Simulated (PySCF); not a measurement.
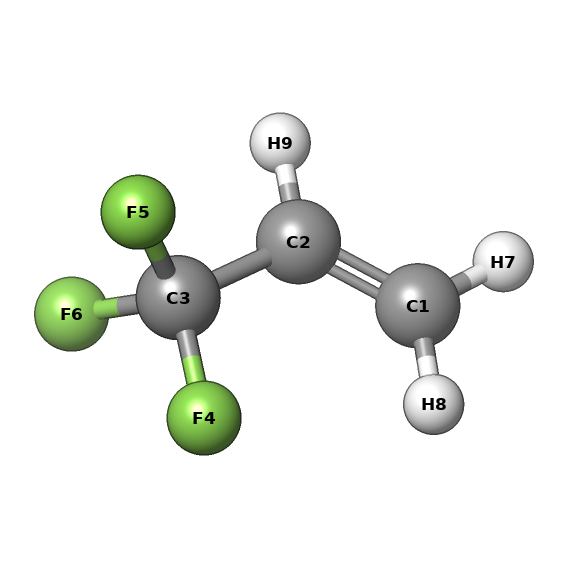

The geometry was computed by an optimisation with PBE0-D3(BJ)/def2-SVP. No frequency run is at hand to confirm it as a minimum. Properties computed with B3LYP/pcJ-1 indirect spin-spin coupling, non-relativistic, gas phase (PySCF 2.14.0). Isotopes: 13C, 19F, 1H.

Give the spin–spin coupling constants of these pairs, with the number of bonds between them: C1/C2, C2/H9, C3/F4, C3/F6, C1/C3, C2/H8, C1/F6, C1/F5, C1/F4, F6/H9.

| pair | bonds apart | J (Hz) |
| --- | --- | --- |
| C1, C2 | 1 | 82.8 |
| C2, H9 | 1 | 174.2 |
| C3, F4 | 1 | −339.2 |
| C3, F6 | 1 | −334.0 |
| C1, C3 | 2 | 0.6 |
| C2, H8 | 2 | −3.5 |
| C1, F6 | 3 | 6.5 |
| C1, F5 | 3 | 6.4 |
| C1, F4 | 3 | 6.3 |
| F6, H9 | 3 | 0.9 |

Density functionals are unreliable for couplings to fluorine, so those rows may be far off.
